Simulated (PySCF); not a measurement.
# B: excitation energies in aug-cc-pVQZ plus 1 even-tempered diffuse shell per l

Wanted: the excitation energy of boron, up a ladder of methods.

The numbers are computed with PySCF 2.14.0 (unrestricted determinants in a Gaussian basis, no spin-orbit coupling in the energies), except any that are marked as measured or tabulated.

## (1) What is computed

| Quantity | Value |
| --- | --- |
| Element | boron (Z = 5) |
| Basis | aug-cc-pVQZ with one added diffuse shell each of s, p, d, f, g type (7s6p5d4f3g, 105 functions) |
| Hamiltonian | the non-relativistic Hamiltonian (point nucleus) |
| State 1 | B: [He] 2s1 2p2, high-spin 4P determinant (an excited configuration) |
| State 2 | B: [He] 2s1 2p1 3s1, high-spin 4P determinant (an excited configuration) |
| Needed too, but not shown | B [He] 2s2 2p1 (2P) |
| Methods | UHF, LDA, PBE, PBE0, r2SCAN, BP86, LC-wPBE, HSE06, B97-3, MP2 |
| Core shells frozen in the correlated runs | valence: 1s2 (for B) |

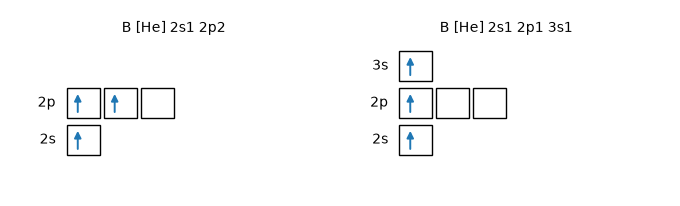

The shells outside the core, filled by Hund's rule for the drawing.

The runs were made by one driver on top of PySCF. The scripts below sum up each run's settings (the driver also hands on starting orbitals that pick excited configurations, and frozen orbitals as a list rather than a count), and the logs come from the driver's own runs. The driver starts from symmetry-adapted Hartree-Fock orbitals, holds the occupation by maximum overlap and uses a logarithmic radial grid for functionals, so a plain start would take other cycles.

The integrals over 105 functions and the set-up took 0.67 s of CPU time.

## (2) B [He] 2s1 2p2: the ladder of methods

**UHF**

Input file input.py:

```python
from pyscf import gto, scf, dft, mp, cc
import basis_set_exchange as bse
mol = gto.M(atom="B 0 0 0", charge=0, spin=3, symmetry="D2h",
            basis=gto.basis.parse(bse.get_basis("aug-cc-pVQZ", elements=["B"], fmt="nwchem", augment_diffuse=1)))
mf = scf.UHF(mol)
mf.irrep_nelec = {'Ag': (2, 1), 'B1u': (1, 0), 'B2u': (1, 0)}
mf.kernel()
```

The program printed:

```text
damping factor = 0
level_shift factor = 0
DIIS = <class 'pyscf.scf.diis.CDIIS'>
diis_start_cycle = 1
diis_space = 10
diis_damp = 0
SCF conv_tol = 1e-09
SCF conv_tol_grad = None
number electrons alpha = 4  beta = 1
cycle= 1 E= -24.4522990633645  delta_E= -0.00188  |g|= 0.0128  |ddm|= 0.0352
cycle= 2 E= -24.4524472379119  delta_E= -0.000148  |g|= 0.00361  |ddm|= 0.0107
cycle= 3 E= -24.4524614143991  delta_E= -1.42e-05  |g|= 0.000181  |ddm|= 0.00466
cycle= 4 E= -24.4524614563419  delta_E= -4.19e-08  |g|= 1.96e-05  |ddm|= 0.000409
cycle= 5 E= -24.4524614569408  delta_E= -5.99e-10  |g|= 1.79e-06  |ddm|= 7.24e-05
converged SCF energy = -24.4524614569408  <S^2> = 3.7500076  2S+1 = 4.0000038
```

It used 7.2 s of CPU time after the integrals (shared host).

The occupied shells:

```tsv
shell	electrons	mean orbital energy (eV)	spread (eV)	rms radius (bohr)
1s α	1	-209.91	0	0.379
1s β	1	-207.94	0	0.379
2s α	1	-17.525	0	2.08
2p α	2	-9.698	0	2.36
```

⟨S²⟩ = 3.750, ⟨L²⟩ = 2.01.

Spin-orbit constants on these orbitals (cm⁻¹; bare nucleus, screened nucleus, mean field): 2p 23.60, 14.16, 10.47. To first order in LS coupling the lowest level has J = 1/2 and lies 0.00108 eV below the centre of the term.

**LDA**

input.py differs from the last one in:

```diff
@@ -4,3 +4,3 @@
             basis=gto.basis.parse(bse.get_basis("aug-cc-pVQZ", elements=["B"], fmt="nwchem", augment_diffuse=1)))
-mf = scf.UHF(mol)
+mf = dft.UKS(mol, xc="LDA,VWN")
 mf.irrep_nelec = {'Ag': (2, 1), 'B1u': (1, 0), 'B2u': (1, 0)}
```

The program printed:

```text
damping factor = 0
level_shift factor = 0
DIIS = <class 'pyscf.scf.diis.CDIIS'>
diis_start_cycle = 1
diis_space = 10
diis_damp = 0
SCF conv_tol = 1e-09
SCF conv_tol_grad = None
number electrons alpha = 4  beta = 1
XC functionals = LDA,VWN
    P. A. M. Dirac.,  Math. Proc. Cambridge Philos. Soc. 26, 376 (1930)
    F. Bloch.,  Z. Phys. 57, 545 (1929)
    S. H. Vosko, L. Wilk, and M. Nusair.,  Can. J. Phys. 58, 1200 (1980)
cycle= 1 E= -24.2343601578495  delta_E= -0.0053  |g|= 0.0212  |ddm|= 0.515
cycle= 2 E= -24.2344003218396  delta_E= -4.02e-05  |g|= 0.00504  |ddm|= 0.0714
cycle= 3 E= -24.2344116814844  delta_E= -1.14e-05  |g|= 0.00124  |ddm|= 0.0274
cycle= 4 E= -24.2344132204737  delta_E= -1.54e-06  |g|= 8.71e-06  |ddm|= 0.00684
cycle= 5 E= -24.2344132205588  delta_E= -8.51e-11  |g|= 4.66e-07  |ddm|= 5.74e-05
converged SCF energy = -24.2344132205588  <S^2> = 3.7500133  2S+1 = 4.0000066
```

It used 0.3 s of CPU time after the integrals (shared host).

**PBE**

input.py differs from the last one in:

```diff
@@ -4,3 +4,3 @@
             basis=gto.basis.parse(bse.get_basis("aug-cc-pVQZ", elements=["B"], fmt="nwchem", augment_diffuse=1)))
-mf = dft.UKS(mol, xc="LDA,VWN")
+mf = dft.UKS(mol, xc="PBE")
 mf.irrep_nelec = {'Ag': (2, 1), 'B1u': (1, 0), 'B2u': (1, 0)}
```

The program printed:

```text
damping factor = 0
level_shift factor = 0
DIIS = <class 'pyscf.scf.diis.CDIIS'>
diis_start_cycle = 1
diis_space = 10
diis_damp = 0
SCF conv_tol = 1e-09
SCF conv_tol_grad = None
number electrons alpha = 4  beta = 1
XC functionals = PBE
    J. P. Perdew, K. Burke, and M. Ernzerhof.,  Phys. Rev. Lett. 77, 3865 (1996)
    J. P. Perdew, K. Burke, and M. Ernzerhof.,  Phys. Rev. Lett. 78, 1396 (1997)
    J. P. Perdew, K. Burke, and M. Ernzerhof.,  Phys. Rev. Lett. 77, 3865 (1996)
    J. P. Perdew, K. Burke, and M. Ernzerhof.,  Phys. Rev. Lett. 78, 1396 (1997)
cycle= 1 E= -24.4907341534063  delta_E= -0.00272  |g|= 0.00532  |ddm|= 0.361
cycle= 2 E= -24.4907402305559  delta_E= -6.08e-06  |g|= 0.00139  |ddm|= 0.0262
cycle= 3 E= -24.4907415339471  delta_E= -1.3e-06  |g|= 0.00041  |ddm|= 0.00853
cycle= 4 E= -24.4907417064761  delta_E= -1.73e-07  |g|= 3.31e-05  |ddm|= 0.00238
cycle= 5 E= -24.4907417077885  delta_E= -1.31e-09  |g|= 5.47e-07  |ddm|= 0.000186
cycle= 6 E= -24.4907417077886  delta_E= -1.21e-13  |g|= 1.45e-08  |ddm|= 1.35e-06
converged SCF energy = -24.4907417077886  <S^2> = 3.7500059  2S+1 = 4.000003
```

It used 0.47 s of CPU time after the integrals (shared host).

**PBE0**

input.py differs from the last one in:

```diff
@@ -4,3 +4,3 @@
             basis=gto.basis.parse(bse.get_basis("aug-cc-pVQZ", elements=["B"], fmt="nwchem", augment_diffuse=1)))
-mf = dft.UKS(mol, xc="PBE")
+mf = dft.UKS(mol, xc="PBE0")
 mf.irrep_nelec = {'Ag': (2, 1), 'B1u': (1, 0), 'B2u': (1, 0)}
```

The program printed:

```text
damping factor = 0
level_shift factor = 0
DIIS = <class 'pyscf.scf.diis.CDIIS'>
diis_start_cycle = 1
diis_space = 10
diis_damp = 0
SCF conv_tol = 1e-09
SCF conv_tol_grad = None
number electrons alpha = 4  beta = 1
XC functionals = PBE0
    C. Adamo and V. Barone.,  J. Chem. Phys. 110, 6158 (1999)
    M. Ernzerhof and G. E. Scuseria.,  J. Chem. Phys. 110, 5029 (1999)
cycle= 1 E= -24.5007062775933  delta_E= -0.00167  |g|= 0.00518  |ddm|= 0.253
cycle= 2 E= -24.5007235722675  delta_E= -1.73e-05  |g|= 0.000587  |ddm|= 0.0173
cycle= 3 E= -24.5007238975901  delta_E= -3.25e-07  |g|= 4.84e-05  |ddm|= 0.00234
cycle= 4 E= -24.500723900192  delta_E= -2.6e-09  |g|= 1.33e-05  |ddm|= 0.000293
cycle= 5 E= -24.5007239003203  delta_E= -1.28e-10  |g|= 1.09e-06  |ddm|= 6.27e-05
converged SCF energy = -24.5007239003203  <S^2> = 3.7500045  2S+1 = 4.0000022
```

It used 1.2 s of CPU time after the integrals (shared host).

**r2SCAN**

input.py differs from the last one in:

```diff
@@ -4,3 +4,3 @@
             basis=gto.basis.parse(bse.get_basis("aug-cc-pVQZ", elements=["B"], fmt="nwchem", augment_diffuse=1)))
-mf = dft.UKS(mol, xc="PBE0")
+mf = dft.UKS(mol, xc="R2SCAN")
 mf.irrep_nelec = {'Ag': (2, 1), 'B1u': (1, 0), 'B2u': (1, 0)}
```

The program printed:

```text
damping factor = 0
level_shift factor = 0
DIIS = <class 'pyscf.scf.diis.CDIIS'>
diis_start_cycle = 1
diis_space = 10
diis_damp = 0
SCF conv_tol = 1e-09
SCF conv_tol_grad = None
number electrons alpha = 4  beta = 1
XC functionals = R2SCAN
    J. W. Furness, A. D. Kaplan, J. Ning, J. P. Perdew, and J. Sun.,  J. Phys. Chem. Lett. 11, 8208-8215 (2020)
    J. W. Furness, A. D. Kaplan, J. Ning, J. P. Perdew, and J. Sun.,  J. Phys. Chem. Lett. 11, 9248-9248 (2020)
    J. W. Furness, A. D. Kaplan, J. Ning, J. P. Perdew, and J. Sun.,  J. Phys. Chem. Lett. 11, 8208-8215 (2020)
    J. W. Furness, A. D. Kaplan, J. Ning, J. P. Perdew, and J. Sun.,  J. Phys. Chem. Lett. 11, 9248-9248 (2020)
cycle= 1 E= -24.5296625385542  delta_E= -0.00195  |g|= 0.0058  |ddm|= 0.285
cycle= 2 E= -24.5296803428982  delta_E= -1.78e-05  |g|= 0.00109  |ddm|= 0.0171
cycle= 3 E= -24.5296810458325  delta_E= -7.03e-07  |g|= 0.000397  |ddm|= 0.00702
cycle= 4 E= -24.5296811759734  delta_E= -1.3e-07  |g|= 1.2e-05  |ddm|= 0.00193
cycle= 5 E= -24.5296811761255  delta_E= -1.52e-10  |g|= 1.78e-06  |ddm|= 6.94e-05
converged SCF energy = -24.5296811761255  <S^2> = 3.7500153  2S+1 = 4.0000076
```

CPU time 0.85 s on a shared host, the integrals not counted.

**BP86**

input.py differs from the last one in:

```diff
@@ -4,3 +4,3 @@
             basis=gto.basis.parse(bse.get_basis("aug-cc-pVQZ", elements=["B"], fmt="nwchem", augment_diffuse=1)))
-mf = dft.UKS(mol, xc="R2SCAN")
+mf = dft.UKS(mol, xc="B88,P86")
 mf.irrep_nelec = {'Ag': (2, 1), 'B1u': (1, 0), 'B2u': (1, 0)}
```

The program printed:

```text
damping factor = 0
level_shift factor = 0
DIIS = <class 'pyscf.scf.diis.CDIIS'>
diis_start_cycle = 1
diis_space = 10
diis_damp = 0
SCF conv_tol = 1e-09
SCF conv_tol_grad = None
number electrons alpha = 4  beta = 1
XC functionals = B88,P86
    A. D. Becke.,  Phys. Rev. A 38, 3098 (1988)
    J. P. Perdew.,  Phys. Rev. B 33, 8822 (1986)
cycle= 1 E= -24.5262034229173  delta_E= -0.00247  |g|= 0.00338  |ddm|= 0.398
cycle= 2 E= -24.5262087551233  delta_E= -5.33e-06  |g|= 0.000621  |ddm|= 0.0186
cycle= 3 E= -24.5262089994699  delta_E= -2.44e-07  |g|= 0.000252  |ddm|= 0.0041
cycle= 4 E= -24.5262090543554  delta_E= -5.49e-08  |g|= 1.84e-05  |ddm|= 0.00135
cycle= 5 E= -24.5262090547428  delta_E= -3.87e-10  |g|= 1.09e-06  |ddm|= 0.000113
converged SCF energy = -24.5262090547428  <S^2> = 3.7500095  2S+1 = 4.0000047
```

CPU time 0.4 s on a shared host, the integrals not counted.

**LC-wPBE**

input.py differs from the last one in:

```diff
@@ -4,3 +4,3 @@
             basis=gto.basis.parse(bse.get_basis("aug-cc-pVQZ", elements=["B"], fmt="nwchem", augment_diffuse=1)))
-mf = dft.UKS(mol, xc="B88,P86")
+mf = dft.UKS(mol, xc="LC_WPBE")
 mf.irrep_nelec = {'Ag': (2, 1), 'B1u': (1, 0), 'B2u': (1, 0)}
```

The program printed:

```text
damping factor = 0
level_shift factor = 0
DIIS = <class 'pyscf.scf.diis.CDIIS'>
diis_start_cycle = 1
diis_space = 10
diis_damp = 0
SCF conv_tol = 1e-09
SCF conv_tol_grad = None
number electrons alpha = 4  beta = 1
XC functionals = LC_WPBE
    O. A. Vydrov and G. E. Scuseria.,  J. Chem. Phys. 125, 234109 (2006)
cycle= 1 E= -24.5120356572842  delta_E= -0.00255  |g|= 0.0111  |ddm|= 0.347
cycle= 2 E= -24.5121203099775  delta_E= -8.47e-05  |g|= 0.00242  |ddm|= 0.0403
cycle= 3 E= -24.5121277697681  delta_E= -7.46e-06  |g|= 0.000368  |ddm|= 0.00851
cycle= 4 E= -24.5121279719826  delta_E= -2.02e-07  |g|= 3.16e-05  |ddm|= 0.00129
cycle= 5 E= -24.5121279732998  delta_E= -1.32e-09  |g|= 6.58e-06  |ddm|= 0.000106
cycle= 6 E= -24.5121279733738  delta_E= -7.4e-11  |g|= 5.77e-07  |ddm|= 2.74e-05
converged SCF energy = -24.5121279733738  <S^2> = 3.7500046  2S+1 = 4.0000023
```

It used 2.1 s of CPU time after the integrals (shared host).

**HSE06**

input.py differs from the last one in:

```diff
@@ -4,3 +4,3 @@
             basis=gto.basis.parse(bse.get_basis("aug-cc-pVQZ", elements=["B"], fmt="nwchem", augment_diffuse=1)))
-mf = dft.UKS(mol, xc="LC_WPBE")
+mf = dft.UKS(mol, xc="HSE06")
 mf.irrep_nelec = {'Ag': (2, 1), 'B1u': (1, 0), 'B2u': (1, 0)}
```

The program printed:

```text
damping factor = 0
level_shift factor = 0
DIIS = <class 'pyscf.scf.diis.CDIIS'>
diis_start_cycle = 1
diis_space = 10
diis_damp = 0
SCF conv_tol = 1e-09
SCF conv_tol_grad = None
number electrons alpha = 4  beta = 1
XC functionals = HSE06
    J. Heyd, G. E. Scuseria, and M. Ernzerhof.,  J. Chem. Phys. 118, 8207 (2003)
    J. Heyd, G. E. Scuseria, and M. Ernzerhof.,  J. Chem. Phys. 124, 219906 (2006)
    A. V. Krukau, O. A. Vydrov, A. F. Izmaylov, and G. E. Scuseria.,  J. Chem. Phys. 125, 224106 (2006)
cycle= 1 E= -24.5040948927254  delta_E= -0.00181  |g|= 0.00482  |ddm|= 0.271
cycle= 2 E= -24.504106386878  delta_E= -1.15e-05  |g|= 0.000454  |ddm|= 0.0165
cycle= 3 E= -24.5041065194677  delta_E= -1.33e-07  |g|= 6.18e-05  |ddm|= 0.00202
cycle= 4 E= -24.5041065230651  delta_E= -3.6e-09  |g|= 1.8e-05  |ddm|= 0.000411
cycle= 5 E= -24.5041065233217  delta_E= -2.57e-10  |g|= 6.09e-07  |ddm|= 8.74e-05
converged SCF energy = -24.5041065233217  <S^2> = 3.7500051  2S+1 = 4.0000025
```

It used 2.1 s of CPU time after the integrals (shared host).

**B97-3**

input.py differs from the last one in:

```diff
@@ -4,3 +4,3 @@
             basis=gto.basis.parse(bse.get_basis("aug-cc-pVQZ", elements=["B"], fmt="nwchem", augment_diffuse=1)))
-mf = dft.UKS(mol, xc="HSE06")
+mf = dft.UKS(mol, xc="HYB_GGA_XC_B97_3")
 mf.irrep_nelec = {'Ag': (2, 1), 'B1u': (1, 0), 'B2u': (1, 0)}
```

The program printed:

```text
damping factor = 0
level_shift factor = 0
DIIS = <class 'pyscf.scf.diis.CDIIS'>
diis_start_cycle = 1
diis_space = 10
diis_damp = 0
SCF conv_tol = 1e-09
SCF conv_tol_grad = None
number electrons alpha = 4  beta = 1
XC functionals = HYB_GGA_XC_B97_3
    T. W. Keal and D. J. Tozer.,  J. Chem. Phys. 123, 121103 (2005)
cycle= 1 E= -24.5267909200117  delta_E= -0.00133  |g|= 0.0051  |ddm|= 0.297
cycle= 2 E= -24.5268077109544  delta_E= -1.68e-05  |g|= 0.000809  |ddm|= 0.0106
cycle= 3 E= -24.5268082678673  delta_E= -5.57e-07  |g|= 0.000151  |ddm|= 0.00332
cycle= 4 E= -24.5268082846199  delta_E= -1.68e-08  |g|= 2.66e-05  |ddm|= 0.000749
cycle= 5 E= -24.5268082851382  delta_E= -5.18e-10  |g|= 1.04e-05  |ddm|= 8.75e-05
converged SCF energy = -24.5268082851382  <S^2> = 3.7500123  2S+1 = 4.0000061
```

It used 1.3 s of CPU time after the integrals (shared host).

## (3) B [He] 2s1 2p2, continued

**MP2 (valence)**

Input file input.py:

```python
from pyscf import gto, scf, dft, mp, cc
import basis_set_exchange as bse
mol = gto.M(atom="B 0 0 0", charge=0, spin=3, symmetry="D2h",
            basis=gto.basis.parse(bse.get_basis("aug-cc-pVQZ", elements=["B"], fmt="nwchem", augment_diffuse=1)))
mf = scf.UHF(mol)
mf.irrep_nelec = {'Ag': (2, 1), 'B1u': (1, 0), 'B2u': (1, 0)}
mf.kernel()
mp.UMP2(mf, frozen=1).kernel()
```

The driver printed no log here.

CPU time 0.21 s on a shared host, the integrals not counted.

With 3 electrons correlated, the MP2 correlation energy is -0.01203 hartree (-0.01203 same spin, 0.00000 opposite spin); the SCS form gives -0.00401. Largest pairs of shells: 2p-2p -0.0068, 2s-2p -0.0052, 2s-2s 0.0000.

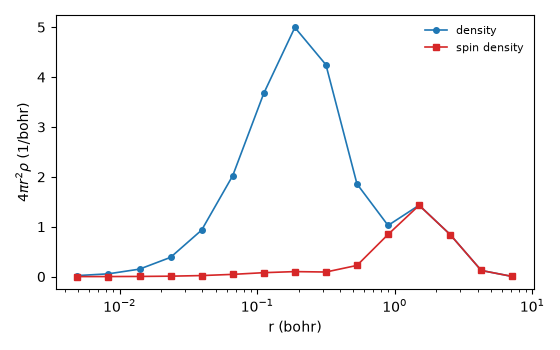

Radial density 4πr²ρ of B at UHF, at 15 stored radii joined by straight lines.

(Part 1 of 2 ends here.)
